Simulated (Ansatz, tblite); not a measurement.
**SiEt(NMe2)3 (C₈H₂₃N₃Si): charged states by level of theory**

Aim: the energy of removing an electron for SiEt(NMe2)3 (C₈H₂₃N₃Si), by energy differences, and how well orbital energies stand in for it.

Program: Ansatz 0.2.0, Gaussian basis. Level of theory: as each input shows. These are calculated values, not measurements.

Levels to be run: charge +1 doublet, at the geometry of the singlet (PBE0-D4/def2-TZVP, PBE-D4/def2-TZVP, B3LYP-D4/def2-TZVP); the starting singlet's energies come from earlier runs.

**1. The structure**

The singlet was relaxed beforehand with PBE-D4/def2-SVP.

35 atoms, charge 0, spin multiplicity 1.

Atoms are counted from 1 here; the program's logs count them from 0.

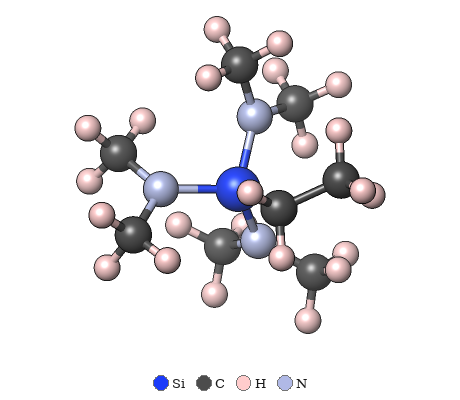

The geometry (silicon blue, carbon dark grey, hydrogen pink, nitrogen light blue).

**2. Charge +1 doublet at the fixed geometry, PBE0-D4/def2-TZVP**

Contents of in.yaml:

```yaml
crystal:
  periodic: [false, false, false]
  atoms:
    - {symbol: Si, position_ang: [-0.152207, 0.097871, 0.205335]}
    - {symbol: C, position_ang: [-0.072226, 0.090611, 2.106330]}
    - {symbol: C, position_ang: [1.133687, -0.668193, 2.683788]}
    - {symbol: H, position_ang: [-1.023429, -0.302982, 2.528183]}
    - {symbol: H, position_ang: [-0.026169, 1.156206, 2.421979]}
    - {symbol: H, position_ang: [1.169282, -0.608547, 3.791831]}
    - {symbol: H, position_ang: [1.119306, -1.745750, 2.416471]}
    - {symbol: H, position_ang: [2.090918, -0.260934, 2.298400]}
    - {symbol: N, position_ang: [1.450065, 0.128155, -0.520758]}
    - {symbol: C, position_ang: [2.347362, 1.242467, -0.296691]}
    - {symbol: C, position_ang: [2.079194, -1.032819, -1.109548]}
    - {symbol: H, position_ang: [3.193490, 0.984793, 0.390058]}
    - {symbol: H, position_ang: [1.798355, 2.096810, 0.149651]}
    - {symbol: H, position_ang: [2.807161, 1.604333, -1.249054]}
    - {symbol: H, position_ang: [1.337600, -1.844778, -1.242968]}
    - {symbol: H, position_ang: [2.515365, -0.802587, -2.113000]}
    - {symbol: H, position_ang: [2.914213, -1.436791, -0.481951]}
    - {symbol: N, position_ang: [-0.928801, 1.576339, -0.333346]}
    - {symbol: C, position_ang: [-2.094433, 2.099485, 0.347521]}
    - {symbol: C, position_ang: [-0.672648, 2.199739, -1.614435]}
    - {symbol: H, position_ang: [-2.001453, 3.195710, 0.541779]}
    - {symbol: H, position_ang: [-2.240374, 1.601607, 1.327034]}
    - {symbol: H, position_ang: [-3.035908, 1.954241, -0.239486]}
    - {symbol: H, position_ang: [0.203863, 1.726041, -2.098171]}
    - {symbol: H, position_ang: [-1.541040, 2.110627, -2.315418]}
    - {symbol: H, position_ang: [-0.460216, 3.291696, -1.507806]}
    - {symbol: N, position_ang: [-1.014504, -1.332988, -0.336345]}
    - {symbol: C, position_ang: [-1.066837, -2.586710, 0.382729]}
    - {symbol: C, position_ang: [-1.526548, -1.410130, -1.689277]}
    - {symbol: H, position_ang: [-2.104545, -2.999446, 0.401387]}
    - {symbol: H, position_ang: [-0.746280, -2.456991, 1.434750]}
    - {symbol: H, position_ang: [-0.415615, -3.379623, -0.067563]}
    - {symbol: H, position_ang: [-1.543241, -0.405383, -2.156168]}
    - {symbol: H, position_ang: [-0.921235, -2.080177, -2.351948]}
    - {symbol: H, position_ang: [-2.572139, -1.801893, -1.703303]}
basis:
  gaussian: {orbitals: def2-TZVP, fitting: {mean_field: def2-universal-jkfit}}
total_charge: 1
magnetization: {spin_polarized: true, initial_magnetization: 1}
hamiltonian: {xc: pbe0, dispersion: d4}
scf: {omitted_lower_state_checks: [starts]}
output: {orbitals: {seedname: orbitals}}
```

On the command line:

```
$ ansatz run in.yaml --threads 2 --pin off --events-out ev --progress --plain --max-ram 22528MiB --backend cuda --devices 0, --max-vram 18GiB
```

The program printed:

```text
Functional definition: PBE0
  name "PBE0"
  cite "Adamo & Barone, J. Chem. Phys. 110, 6158 (1999) doi:10.1063/1.478522"
  cite "Perdew, Burke & Ernzerhof, Phys. Rev. Lett. 77, 3865 (1996) doi:10.1103/PhysRevLett.77.3865"
  parent pbe
  parameter a = 0.25
  parameter kappa = 0.804
  parameter beta = 0.06672455060314922
  exchange = (1 - a)*pbe_x(kappa = kappa, mu = beta*pi^2/3) + a*exact_x
  correlation = pbe_c(beta = beta)
these checks for a lower state are left out or cut short: starts
1373 factors; integrals over basis functions are off by at most 4.0e-1 eV
mean field evaluation 1: about -20968.5445 eV, gradient 8.3e1 eV
mean field evaluation 2: about -20942.8285 eV, gradient 1.1e2 eV
mean field evaluation 4: about -20997.7234 eV, gradient 1.8e1 eV
mean field evaluation 8: about -20999.2903 eV, gradient 6.9e-1 eV
mean field evaluation 16: about -20999.2937 eV, gradient 2.8e-2 eV
mean field -20999.29373454 eV, -771.7098109117 hartree, gradient 1.7e-5 eV, S^2 0.758585; 0 other end points of the search recorded, 0 dependent functions left out
reference -20999.29378145 eV, -771.7098126356 hartree; 53, 52 occupied and 463, 464 virtual orbitals, 1373 factors
Total energy: -21000.18042093 eV, -771.7423960357 hartree
Checks for a lower state left out: starts
```

Run time: 7 s. Hardware: 1 × H100 (card shared with other runs) with 2 threads of AMD EPYC 7R13, shared host; peak host memory 1.2 GiB.

From the report: HOMO -10.04 eV, LUMO -8.79 eV (over both spins); ⟨S²⟩ 0.759 (pure: 0.75).

**3. Charge +1 doublet at the fixed geometry, PBE-D4/def2-TZVP**

start.molden holds the orbitals of an earlier run on this state, given as this run's starting guess.

Changes to in.yaml since step 2:

```diff
@@ -39,6 +39,6 @@
 basis:
-  gaussian: {orbitals: def2-TZVP, fitting: {mean_field: def2-universal-jkfit}}
+  gaussian: {orbitals: def2-TZVP, fitting: {mean_field: def2-universal-jkfit}, initial_orbitals: start.molden}
 total_charge: 1
 magnetization: {spin_polarized: true, initial_magnetization: 1}
-hamiltonian: {xc: pbe0, dispersion: d4}
+hamiltonian: {xc: pbe, dispersion: d4}
 scf: {omitted_lower_state_checks: [starts]}
```

The command is unchanged.

The program printed:

```text
Functional definition: PBE
  name "PBE"
  cite "Perdew, Burke & Ernzerhof, Phys. Rev. Lett. 77, 3865 (1996) doi:10.1103/PhysRevLett.77.3865"
  parent pbe
  parameter kappa = 0.804
  parameter beta = 0.06672455060314922
  exchange = pbe_x(kappa = kappa, mu = beta*pi^2/3)
  correlation = pbe_c(beta = beta)
these checks for a lower state are left out or cut short: starts
1373 factors; integrals over basis functions are off by at most 4.0e-1 eV
mean field evaluation 1: about -20996.8043 eV, gradient 1.1e1 eV
mean field evaluation 2: about -20997.0613 eV, gradient 2.9e-1 eV
mean field evaluation 4: about -20997.0634 eV, gradient 1.2e-2 eV
mean field -20997.06336961 eV, -771.6278465124 hartree, gradient 2.6e-5 eV, S^2 0.752400; 0 other end points of the search recorded, 0 dependent functions left out
reference -20997.06343422 eV, -771.6278488868 hartree; 53, 52 occupied and 463, 464 virtual orbitals, 1373 factors
Total energy: -20998.08213710 eV, -771.6652855271 hartree
Checks for a lower state left out: starts
```

It took 3.5 s on 1 × H100 (card shared with other runs) with 2 threads of AMD EPYC 7R13, shared host; peak host memory 1.1 GiB.

HOMO -9.18 eV, LUMO -9.09 eV (over both spins); ⟨S²⟩ 0.752 (pure: 0.75).

**4. Charge +1 doublet at the fixed geometry, B3LYP-D4/def2-TZVP**

Changes to in.yaml since step 3:

```diff
@@ -42,3 +42,3 @@
 magnetization: {spin_polarized: true, initial_magnetization: 1}
-hamiltonian: {xc: pbe, dispersion: d4}
+hamiltonian: {xc: {name: B3LYP}, dispersion: d4}
 scf: {omitted_lower_state_checks: [starts]}
```

The command is unchanged.

The program printed, shortened:

```text
Functional definition: B3LYP
  name "B3LYP"
  cite "Stephens, Devlin, Chabalowski & Frisch, J. Phys. Chem. 98, 11623 (1994) doi:10.1021/j100096a001"
  cite "Becke, Phys. Rev. A 38, 3098 (1988) doi:10.1103/PhysRevA.38.3098"
  cite "Lee, Yang & Parr, Phys. Rev. B 37, 785 (1988) doi:10.1103/PhysRevB.37.785"
  cite "Vosko, Wilk & Nusair, Can. J. Phys. 58, 1200 (1980) doi:10.1139/p80-159"
[...]
1373 factors; integrals over basis functions are off by at most 4.0e-1 eV
[...]
mean field -21019.58198015 eV, -772.4553901863 hartree, gradient 1.7e-5 eV, S^2 0.756774; 0 other end points of the search recorded, 0 dependent functions left out
reference -21019.58239382 eV, -772.4554053881 hartree; 53, 52 occupied and 463, 464 virtual orbitals, 1373 factors
Total energy: -21021.17074062 eV, -772.5137760565 hartree
Checks for a lower state left out: starts
```

Run time: 4 s. Hardware: 1 × H100 (card shared with other runs) with 2 threads of AMD EPYC 7R13, shared host; peak host memory 1.1 GiB.

Report: HOMO -9.93 eV, LUMO -8.92 eV (over both spins); ⟨S²⟩ 0.757 (pure: 0.75).

**5. Vertical ionisation energy**

Charged state less starting state, singlet to doublet; the starting state's energies are those of its earlier runs.

```csv
level,vertical ionisation energy (eV),time
PBE-D4/def2-TZVP,+6.92,8.3 s
B3LYP-D4/def2-TZVP,+7.40,7.5 s
PBE0-D4/def2-TZVP,+7.39,12 s
```

Times add the two runs; a level without a time comes out of a correlated run.

Beside −ε(HOMO) of the starting state:

```csv
level,−ε(HOMO) (eV),by difference (eV),mismatch (eV)
PBE-D4/def2-TZVP,4.61,6.92,-2.30
B3LYP-D4/def2-TZVP,5.69,7.40,-1.71
PBE0-D4/def2-TZVP,5.89,7.39,-1.50
```

**6. Outcome**

| quantity | value |
| --- | --- |
| vertical ionisation energy, functionals in def2-TZVP | 6.92 (PBE-D4) to 7.40 eV (B3LYP-D4) |

**Reading.** The vertical ionisation energy spans 6.92 to 7.40 eV over the functionals. −ε(HOMO) misses the level's own difference by -1.50 eV at best (PBE0-D4) and -2.30 eV at worst (PBE-D4).
